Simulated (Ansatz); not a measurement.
**CH$_{8}$AsNOSi$_{2}$ (SMILES O[Si]1([AsH2])C[SiH2]N1): density, localisation and related maps**

```xyz
14

O    -1.9689   -0.1336    1.1454
Si   -0.7291   -0.0762    0.0553
As   -1.5787   -0.9471   -1.9915
C     0.8795   -0.7122    0.8122
Si    1.5732    1.0372    0.5365
N     0.0322    1.4674   -0.1662
H    -2.8517    0.0873    0.8952
H    -1.6606   -2.3806   -1.5263
H    -0.2320   -1.0888   -2.6555
H     1.3867   -1.5056    0.2615
H     0.7748   -1.0179    1.8549
H     1.9393    1.7913    1.7588
H     2.7219    1.1227   -0.3972
H    -0.2997    2.3269   -0.5543
```

Level of theory: RHF/def2-SVP in Ansatz 0.2.0.

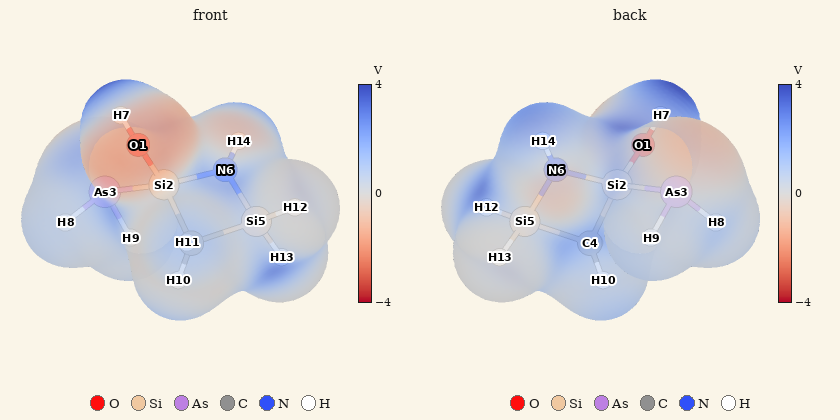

Figure 1. The electrostatic potential painted on the density surface at 0.004 e/bohr³, seen from the front and from behind; the colour scale runs from red (negative) to blue (positive).

### Which sites attract a positive test charge, and which a negative one?

A positive charge is drawn to the negative regions and a negative charge to the positive ones. The most negative region (about −1.7 V, or −39 kcal/mol for a unit charge) lies over O1, the most positive (about +3.5 V, or +81 kcal/mol for a unit charge) over H7. O1 is the likeliest acceptor of a hydrogen bond.

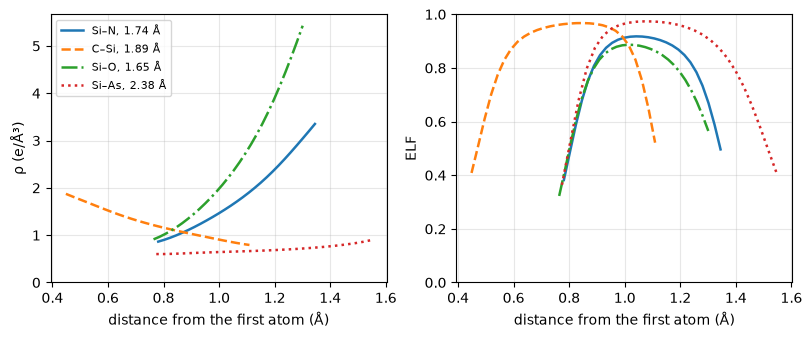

Figure 2. Total electron density and electron localisation function along straight lines between neighbouring atoms. The curves leave out the atomic cores.

### What kind of bonding do the profiles show?

Si–N (1.74 Å): the density is about 1.1 e/Å³ at the midpoint; the ELF peaks at about 0.90 between the atoms; a shared but strongly polarised pair.
C–Si (1.89 Å): ρ is about 0.97 e/Å³ halfway; the ELF peaks at about 0.95 between the atoms; a covalent bond.
Si–O (1.65 Å): the density is about 1.1 e/Å³ at the midpoint; the ELF peaks at about 0.90 between the atoms: a shared but strongly polarised pair.
Si–As (2.38 Å): the density is about 0.68 e/Å³ at the midpoint; the ELF peaks at about 1 between the atoms (a shared electron pair).

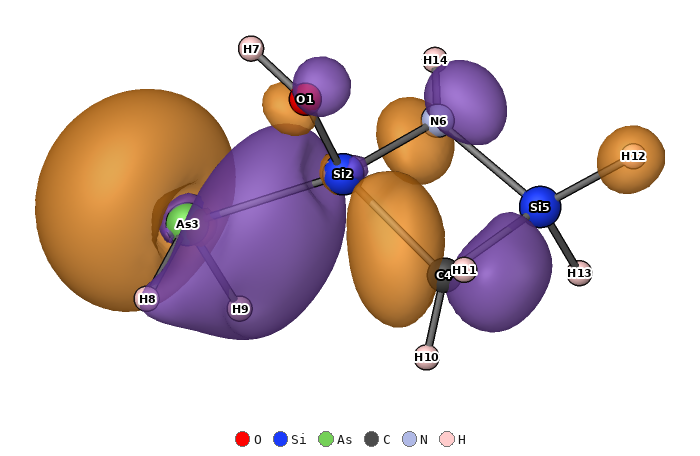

Figure 3. The HOMO at ±0.1 Å⁻³ᐟ² (orange and purple are the two phases), seen at a tilt.

### Describe this orbital and give its energy.

It lies mainly on As3 (about 60 %), Si2 (about 15 %) and C4 (about 10 %). Its energy is −9.22 eV.
